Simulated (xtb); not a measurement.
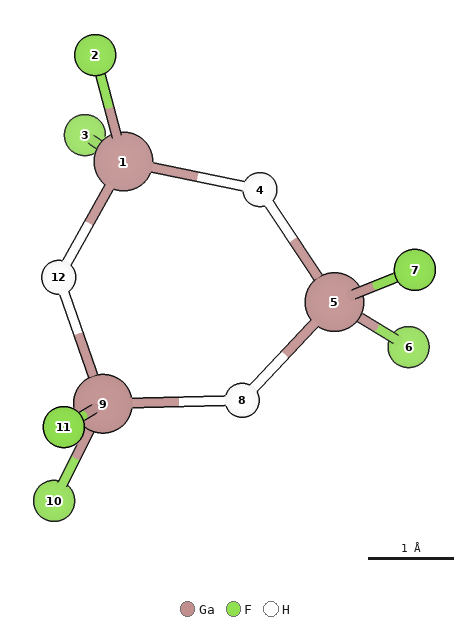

The input geometry (ball-and-stick view, seen at a tilt; atoms are numbered from 1 in the order of the input). Sticks mark near contacts.

Run report: Ga₃H₃F₆, geometry relaxation (part 1 of 3)

The run: geometry relaxation of Ga₃H₃F₆. Method and program: GFN2-xTB (xtb 6.7.1).

The geometry comes from this level: GFN1-xTB.

## The program's output
```
* xtb version 6.7.1
   ID    Z sym.   atoms
    1   31 Ga     1, 5, 9
    2    9 F      2, 3, 6, 7, 10, 11
    3    1 H      4, 8, 12

           -------------------------------------------------
          |                Calculation Setup                |
           -------------------------------------------------

          program call               : xtb start.xyz -c 0 -o vtight
          coordinate file            : start.xyz
          omp threads                :                     1

molecular fragmentation (1/2 indicates fragments):
111111111112
# atoms in fragment 1/2:    11     1
 fragment masses (1/2) :      325.18        1.01
CMA distance (Bohr)    :   2.880
constraining FC (au)   :  0.0500

           -------------------------------------------------
          |                 G F N 2 - x T B                 |
           -------------------------------------------------

      * Hamiltonian:
        H0-scaling (s, p, d)           1.850000    2.230000    2.230000
        zeta-weighting                 0.500000
      * Dispersion:
        s8                             2.700000
        a1                             0.520000
        a2                             5.000000
        s9                             5.000000
      * Repulsion:
        kExp                           1.500000    1.000000
        rExp                           1.000000
      * Coulomb:
        alpha                          2.000000
        third order                    shell-resolved
        anisotropic                    true
        a3                             3.000000
        a5                             4.000000
        cn-shift                       1.200000
        cn-exp                         4.000000
        max-rad                        5.000000

          ...................................................
          :                      SETUP                      :
          :.................................................:
          :  # basis functions                  57          :
          :  # atomic orbitals                  54          :
          :  # shells                           24          :
          :  # electrons                        54          :
          :  max. iterations                   250          :
          :  Hamiltonian                  GFN2-xTB          :
          :  restarted?                      false          :
          :  GBSA solvation                  false          :
          :  PC potential                    false          :
          :  electronic temp.          300.0000000     K    :
          :  accuracy                    1.0000000          :
          :  -> integral cutoff          0.2500000E+02      :
          :  -> integral neglect         0.1000000E-07      :
          :  -> SCF convergence          0.1000000E-05 Eh   :
          :  -> wf. convergence          0.1000000E-03 e    :
          :  Broyden damping             0.4000000          :
          :  net charge                          0          :
          :  unpaired electrons                  0          :
          ...................................................

 iter      E             dE          RMSdq      gap      omega  full diag
   1    -33.7946393 -0.337946E+02  0.107E+01    6.82       0.0  T
   2    -33.9271658 -0.132526E+00  0.929E+00    5.99       1.0  T
   3    -33.9290077 -0.184192E-02  0.395E+00    6.05       1.0  T
   4    -33.9294774 -0.469681E-03  0.650E-01    6.07       1.0  T
   5    -33.9295457 -0.682856E-04  0.588E-01    6.09       1.0  T
   6    -33.9295394  0.626522E-05  0.512E-02    6.07       1.0  T
   7    -33.9295635 -0.241152E-04  0.227E-02    6.08       1.3  T
   8    -33.9295625  0.108126E-05  0.205E-02    6.08       1.4  T
   9    -33.9295637 -0.122680E-05  0.497E-03    6.08       5.8  T
  10    -33.9295637 -0.632415E-07  0.121E-03    6.08      23.8  T
  11    -33.9295638 -0.415713E-08  0.146E-04    6.08     197.9  T
  12    -33.9295638 -0.883631E-10  0.661E-05    6.08     436.8  T

   *** convergence criteria satisfied after 12 iterations ***

         #    Occupation            Energy/Eh            Energy/eV
      -------------------------------------------------------------
         1        2.0000           -0.8776493             -23.8821
       ...           ...                  ...                  ...
        21        2.0000           -0.5598010             -15.2330
        22        2.0000           -0.5501356             -14.9700
        23        2.0000           -0.5495436             -14.9538
        24        2.0000           -0.5490433             -14.9402
        25        2.0000           -0.5489818             -14.9386
        26        2.0000           -0.5421120             -14.7516
        27        2.0000           -0.5420950             -14.7512 (HOMO)
        28                         -0.3185218              -8.6674 (LUMO)
        29                         -0.3184375              -8.6651
        30                         -0.2378366              -6.4719
        31                         -0.2345780              -6.3832
        32                         -0.1470962              -4.0027
       ...                                ...                  ...
        54                          1.3571491              36.9299
      -------------------------------------------------------------
                  HL-Gap            0.2235732 Eh            6.0837 eV
             Fermi-level           -0.4303084 Eh          -11.7093 eV

 SCC (total)                   0 d,  0 h,  0 min,  0.032 sec
 SCC setup                      ...        0 min,  0.000 sec (  0.484%)
 Dispersion                     ...        0 min,  0.000 sec (  0.220%)
 classical contributions        ...        0 min,  0.000 sec (  0.087%)
 integral evaluation            ...        0 min,  0.005 sec ( 15.098%)
 iterations                     ...        0 min,  0.016 sec ( 50.528%)
 molecular gradient             ...        0 min,  0.011 sec ( 32.661%)
 printout                       ...        0 min,  0.000 sec (  0.839%)

         :::::::::::::::::::::::::::::::::::::::::::::::::::::
         ::                     SUMMARY                     ::
         :::::::::::::::::::::::::::::::::::::::::::::::::::::
         :: total energy             -33.886881396042 Eh    ::
         :: gradient norm              0.023971121356 Eh/a0 ::
         :: HOMO-LUMO gap              6.083736435237 eV    ::
         ::.................................................::
         :: SCC energy               -33.929530780999 Eh    ::
         :: -> isotropic ES            0.162662670088 Eh    ::
         :: -> anisotropic ES          0.015198779124 Eh    ::
         :: -> anisotropic XC         -0.000060824812 Eh    ::
         :: -> dispersion             -0.008823451755 Eh    ::
         :: repulsion energy           0.042649384957 Eh    ::
         :: add. restraining           0.000000000000 Eh    ::
         :: total charge               0.000000000000 e     ::
         :::::::::::::::::::::::::::::::::::::::::::::::::::::

      -----------------------------------------------------------
     |                   =====================                   |
     |                        A N C O P T                        |
     |                   =====================                   |
     |               Approximate Normal Coordinate               |
     |                Rational Function Optimizer                |
      -----------------------------------------------------------
      -----------------------------------------------------------
     |                   =====================                   |
     |                        A N C O P T                        |
     |                   =====================                   |
     |               Approximate Normal Coordinate               |
     |                Rational Function Optimizer                |
      -----------------------------------------------------------

          ...................................................
          :                      SETUP                      :
          :.................................................:
          :   optimization level         verytight          :
          :   max. optcycles                   240          :
          :   ANC micro-cycles                  20          :
          :   degrees of freedom                30          :
          :.................................................:
          :   RF solver                   davidson          :
          :   write xtbopt.log                true          :
          :   linear?                        false          :
          :   energy convergence         0.1000000E-06 Eh   :
          :   grad. convergence          0.2000000E-03 Eh/α :
          :   maxmium RF displ.          1.0000000          :
          :   Hlow (freq-cutoff)         0.1000000E-01      :
          :   Hmax (freq-cutoff)         5.0000000          :
          :   S6 in model hess.         20.0000000          :
          ...................................................

generating ANC from exact Hessian ...
Using Lindh-Hessian (1995)
 Shifting diagonal of input Hessian by    9.8673089988746531E-003
 Lowest  eigenvalues of input Hessian
    0.000000    0.000000    0.000000    0.000000    0.000000    0.000000
    0.010000    0.010001    0.010346    0.011657    0.011676    0.012866
    0.016907    0.018139    0.018146    0.022875    0.022899    0.036787
 Highest eigenvalues
    0.958187    0.976217    0.976631    1.401246    1.402191    1.402895

........................................................................
.............................. CYCLE    1 ..............................
........................................................................

 iter      E             dE          RMSdq      gap      omega  full diag
   1    -33.9295638 -0.339296E+02  0.229E-05    6.08       0.0  T
   2    -33.9295638 -0.118661E-11  0.555E-06    6.08    5202.1  T
   3    -33.9295638 -0.106581E-12  0.919E-07    6.08   31426.5  T
     SCC iter.                  ...        0 min,  0.005 sec
     gradient                   ...        0 min,  0.011 sec
 * total energy  :   -33.8868814 Eh     change       -0.2131628E-10 Eh
   gradient norm :     0.0239715 Eh/α   predicted     0.0000000E+00 (-100.00%)
   displ. norm   :     0.1873910 α      lambda       -0.1919571E-02
   maximum displ.:     0.1620211 α      in ANC's #6, #19, #16, ...

........................................................................
.............................. CYCLE    2 ..............................
........................................................................

 iter      E             dE          RMSdq      gap      omega  full diag
   1    -33.9270927 -0.339271E+02  0.552E-01    5.78       0.0  T
   2    -33.9271326 -0.398645E-04  0.314E-01    5.79       1.0  T
   3    -33.9271337 -0.105542E-05  0.841E-02    5.78       1.0  T
   4    -33.9271371 -0.339741E-05  0.425E-02    5.79       1.0  T
   5    -33.9271373 -0.212697E-06  0.539E-03    5.79       5.4  T
   6    -33.9271373 -0.710850E-08  0.727E-04    5.79      39.7  T
   7    -33.9271373 -0.261679E-09  0.424E-04    5.79      68.0  T
     SCC iter.                  ...        0 min,  0.012 sec
     gradient                   ...        0 min,  0.015 sec
 * total energy  :   -33.8882927 Eh     change       -0.1411303E-02 Eh
   gradient norm :     0.0182486 Eh/α   predicted    -0.9934899E-03 ( -29.60%)
   displ. norm   :     0.1429373 α      lambda       -0.1642709E-02
   maximum displ.:     0.1341098 α      in ANC's #19, #25, #16, ...

........................................................................
.............................. CYCLE    3 ..............................
........................................................................

 iter      E             dE          RMSdq      gap      omega  full diag
   1    -33.9230800 -0.339231E+02  0.573E-01    5.53       0.0  T
   2    -33.9231576 -0.775893E-04  0.273E-01    5.55       1.0  T
   3    -33.9231584 -0.763139E-06  0.153E-01    5.54       1.0  T
   4    -33.9231626 -0.418201E-05  0.535E-02    5.54       1.0  T
   5    -33.9231632 -0.595655E-06  0.166E-02    5.54       1.7  T
   6    -33.9231632 -0.408237E-07  0.653E-04    5.54      44.2  T
   7    -33.9231632 -0.446114E-09  0.927E-05    5.54     311.5  T
     SCC iter.                  ...        0 min,  0.012 sec
     gradient                   ...        0 min,  0.011 sec
 * total energy  :   -33.8893481 Eh     change       -0.1055419E-02 Eh
   gradient norm :     0.0069142 Eh/α   predicted    -0.8381380E-03 ( -20.59%)
   displ. norm   :     0.0988690 α      lambda       -0.3432634E-03
   maximum displ.:     0.0711748 α      in ANC's #6, #19, #25, ...

........................................................................
.............................. CYCLE    4 ..............................
........................................................................
```
